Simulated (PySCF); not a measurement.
```yaml
atoms:
  - { symbol: C, position_ang: [1.9845, -0.0462, 0.4284] }
  - { symbol: N, position_ang: [0.5811, -0.3427, 0.3646] }
  - { symbol: C, position_ang: [-0.1296, -0.2536, -0.9141] }
  - { symbol: C, position_ang: [-1.5756, 0.0307, -0.4909] }
  - { symbol: F, position_ang: [-2.0755, 1.1676, -1.1061] }
  - { symbol: C, position_ang: [-1.3990, 0.2278, 0.9974] }
  - { symbol: N, position_ang: [-0.1959, 0.0553, 1.3769] }
  - { symbol: H, position_ang: [2.2135, 0.9583, 0.0506] }
  - { symbol: H, position_ang: [2.2921, -0.1124, 1.4691] }
  - { symbol: H, position_ang: [2.5350, -0.7802, -0.1607] }
  - { symbol: H, position_ang: [-0.0200, -1.1886, -1.4650] }
  - { symbol: H, position_ang: [0.2547, 0.5740, -1.5218] }
  - { symbol: H, position_ang: [-2.2796, -0.7704, -0.7429] }
  - { symbol: H, position_ang: [-2.1863, 0.4799, 1.6774] }
```

Geometry: GFN2-xTB.

Theory: PySCF 2.14.0, PBE0/pcSseg-1, SCF density, gas phase, non-relativistic.

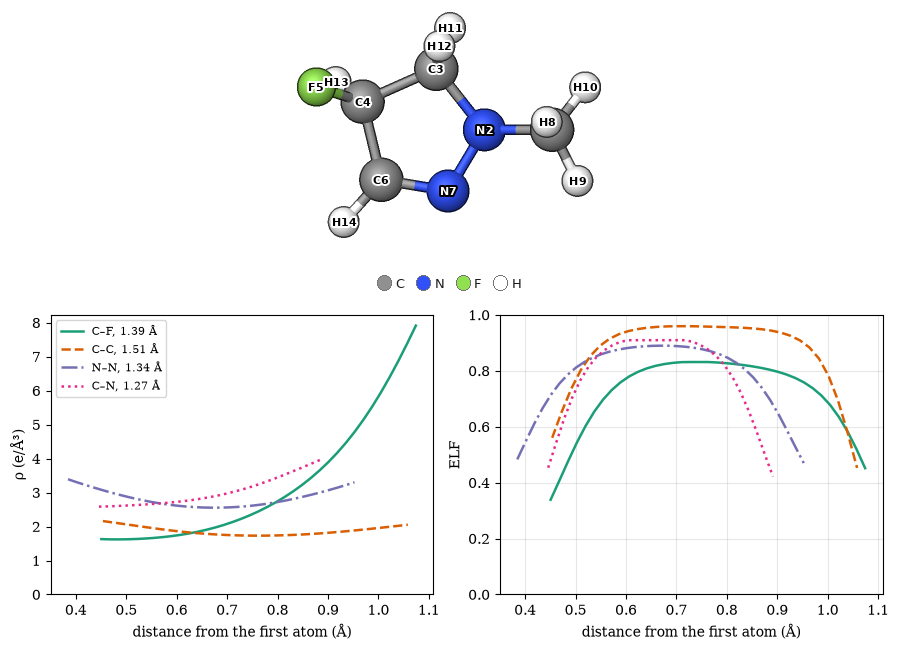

C₄H₇FN₂ (SMILES CN1C[C@H](F)C=N1). Total electron density and electron localisation function along straight lines between neighbouring atoms. The curves leave out the atomic cores. The structure is drawn too.

> What kind of bonding do the profiles show?

C–F (1.39 Å): ρ at the midpoint is about 2 e/Å³, with its minimum of 1.6 e/Å³ about 0.5 Å from C; the ELF peaks at about 0.85 between the atoms; a polar covalent bond.
C–C (1.51 Å): the density is about 1.7 e/Å³ at the midpoint; the ELF peaks at about 0.95 between the atoms (a shared electron pair).
N–N (1.34 Å): ρ at the midpoint is about 2.6 e/Å³; the ELF peaks at about 0.90 between the atoms; a covalent bond.
C–N (1.27 Å): the density is about 2.8 e/Å³ at the midpoint; the ELF peaks at about 0.90 between the atoms, as expected for localised, covalent bonding.
